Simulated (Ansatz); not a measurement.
## Electronic structure of ClH7N2Si2 in real space

Input file:

```
crystal:
  periodic: [false, false, false]
  atoms:
    - {symbol: Cl, position_ang: [-0.068064, 3.310692, -1.348080]}
    - {symbol: N, position_ang: [-2.290377, 1.355691, 0.041540]}
    - {symbol: "N", position_ang: [0.410583, 0.586376, -0.156666]}
    - {symbol: Si, position_ang: [-0.888060, 1.406987, -0.960217]}
    - {symbol: Si, position_ang: [2.100330, 1.066877, -0.000995]}
    - {symbol: H, position_ang: [-2.234953, 1.698717, 1.004405]}
    - {symbol: H, position_ang: [-3.205056, 1.559854, -0.369242]}
    - {symbol: H, position_ang: [-1.318710, 0.874743, -2.291644]}
    - {symbol: H, position_ang: [0.165429, -0.313300, 0.268770]}
    - {symbol: H, position_ang: [2.296027, 2.255915, 0.899269]}
    - {symbol: H, position_ang: [2.731686, 1.369606, -1.330735]}
    - {symbol: H, position_ang: [2.799449, -0.114836, 0.616869]}
basis:
  gaussian:
    orbitals: def2-SVPD
hamiltonian:
  xc: pbe0
output: {forces: true, orbitals: {seedname: orbitals}}
```

Command:

```sh
ansatz run input.yaml --threads 2 --pin off --max-ram 5220MiB --events-out events.jsonl --progress --plain --runs-dir runs
```

Geometry: PBE-D3(BJ)/def2-SVP.

Computed with isolated molecule in a Gaussian basis; Kohn-Sham density functional theory, functional PBE0 in Ansatz 0.2.0.

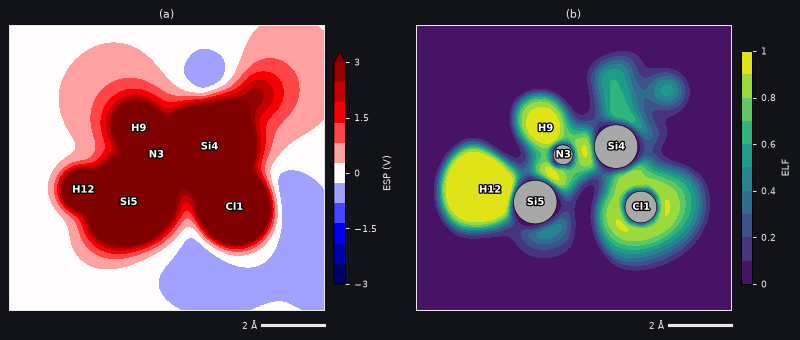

Figure 1. (a) molecular electrostatic potential; (b) electron localisation function on the plane of atoms N3, Si5 and H12. Grey discs cover the atomic cores in the ELF map.

Question: Describe what can be read from this map.

Answer: The plane passes through Cl, N, Si and H nuclei. Si–N (1.73 Å): the ELF peaks at about 0.90 between the atoms, as expected for a polar covalent bond. Si–Cl (2.11 Å): the ELF peaks at about 0.90 between the atoms: a shared but strongly polarised pair. N–H (1.02 Å): the ELF climbs to about 1 towards the hydrogen, as it does in any bond to H (a covalent bond by its length). Si–H (1.51 Å): the ELF climbs to about 1 towards the hydrogen. The ELF also peaks beside Cl1, away from the bonds: lone-pair regions. Outside the dense part of the molecule the potential is most negative (−0.7 V) near N2, which lies off the plane.

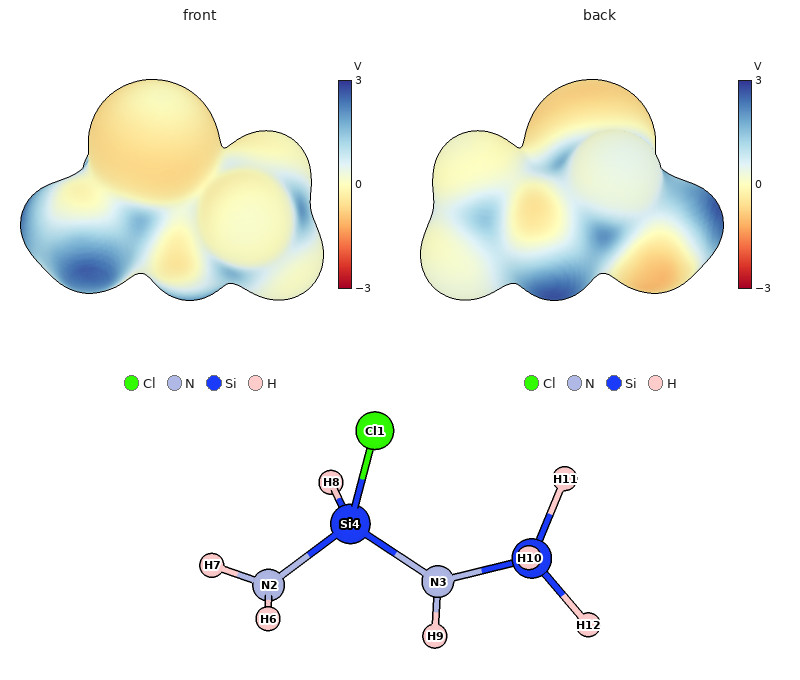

Figure 2. The electrostatic potential painted on the density surface at 0.004 e/bohr³, seen from the front and from behind; red is negative and blue positive. The bare structure is drawn below in the same view.

Question: Which sites attract a positive test charge, and which a negative one?

Answer: A positive charge is drawn to the negative regions and a negative charge to the positive ones. The most negative region (about −1.0 V, or −23 kcal/mol for a unit charge) lies over N2, the most positive (about +2.6 V, or +60 kcal/mol for a unit charge) over H6, H7 and H9.

Question: How polar is the molecule by this calculation?

Answer: Its dipole moment is 2.54 D.

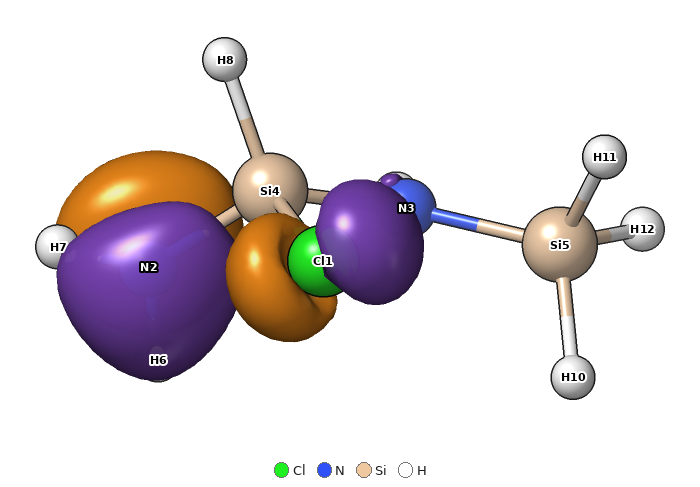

Figure 3. The HOMO−1 at ±0.15 Å⁻³ᐟ² (orange and purple are the two phases), seen from one side.

Question: What is the character of this orbital?

Answer: Its weight (Hirshfeld) is mainly on N2 (about 60 %) and Cl1 (about 15 %). Its energy is −8.13 eV.

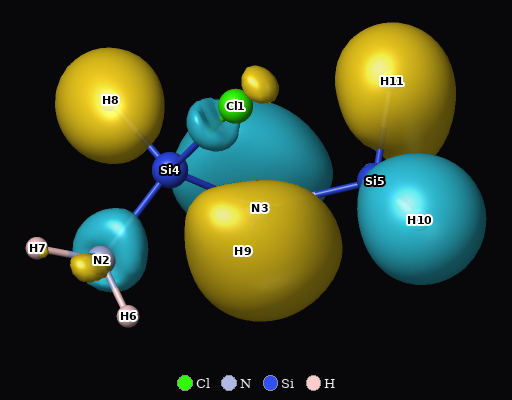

Figure 4. The HOMO at ±0.08 Å⁻³ᐟ² (yellow and cyan are the two phases), seen at a tilt.

Question: Where does this orbital lie, and at what energy?

Answer: It lies mainly on N3 (about 50 %), Si5 (about 15 %), H10 (about 10 %) and H11 (about 5 %). Its energy is −7.75 eV.
